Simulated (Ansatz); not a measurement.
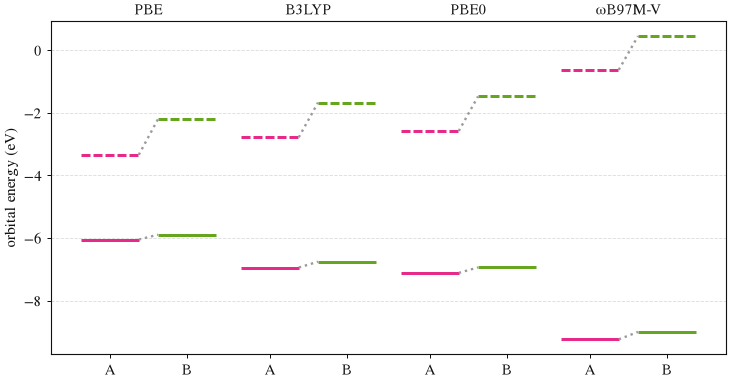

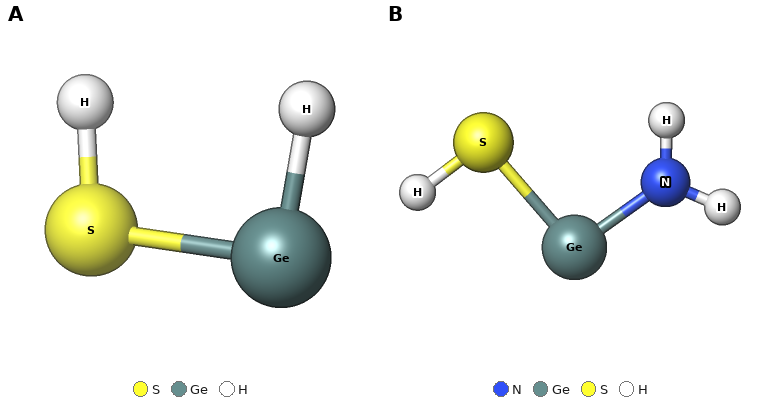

One change: A, GeH₂S (SMILES [SH][GeH]), becomes B, GeNH₃S (SMILES [NH2][Ge][SH]). H on Ge is replaced by NH₂. HOMO (solid) and LUMO (dashed) computed in def2-TZVPP at PBE0-D4/def2-TZVP geometries, both minima by their frequencies, gas phase, the Ansatz code 0.2.0. Empty levels above zero depend strongly on the basis.

What does the change do to HOMO and LUMO?

PBE: the HOMO rises by 0.15 eV, the LUMO rises by 1.14 eV, and the separation goes from 2.71 to 3.69 eV. B3LYP: the HOMO rises by 0.19 eV, the LUMO rises by 1.11 eV, and the separation goes from 4.16 to 5.08 eV. PBE0: the HOMO rises by 0.18 eV, the LUMO rises by 1.10 eV, and the separation goes from 4.53 to 5.46 eV. ωB97M-V: the HOMO rises by 0.24 eV, the LUMO rises by 1.07 eV, and the separation goes from 8.61 to 9.44 eV.

Do the functionals agree on the effect?

They agree on the direction for both levels; the HOMO shift lies between 0.15 and 0.24 eV and the LUMO shift between 1.07 and 1.14 eV, while the separations themselves differ by up to 5.9 eV between functionals.
